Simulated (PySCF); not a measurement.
SMILES [CH3][Al]([CH3])/[CH]=C/[Si](Cl)(Cl)Cl (C4H8AlCl3Si) at its GFN2-xTB optimised geometry (Å):

```
17

Si     2.7614    -1.5281     0.0179
Cl     3.3460    -2.5498    -1.6367
Cl     3.3182    -2.5992     1.6508
Cl     3.7236     0.2518     0.0510
C      0.8936    -1.2700     0.0092
C      0.2502    -0.0917     0.0000
Al    -1.7519    -0.0917     0.0000
C     -2.6335    -1.8751     0.0017
C     -2.6864     1.6620     0.0000
H      0.2873    -2.1735     0.0121
H      0.8702     0.8065    -0.0030
H     -3.7236    -1.7690    -0.0236
H     -2.3600    -2.4927    -0.8605
H     -2.3990    -2.4701     0.8911
H     -3.4263     1.7452     0.8036
H     -1.9829     2.4927     0.1291
H     -3.2298     1.8539    -0.9315
```

Level of theory: B3LYP/def2-SVP (PySCF 2.14.0). Cells within 0.4 Å of a nucleus heavier than hydrogen are left out (blank, or x).

Map of the Laplacian of the electron density (e/bohr⁵), clipped to [-1.50, 1.50] on the plane z = 0.0 Å:

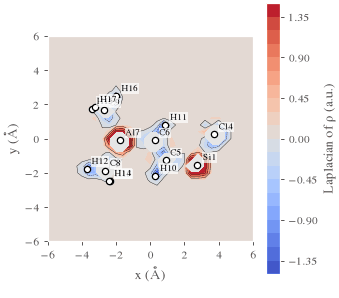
*Laplacian of the electron density (e/bohr⁵), clipped to [-1.50, 1.50] on the plane z = 0.0 Å.*
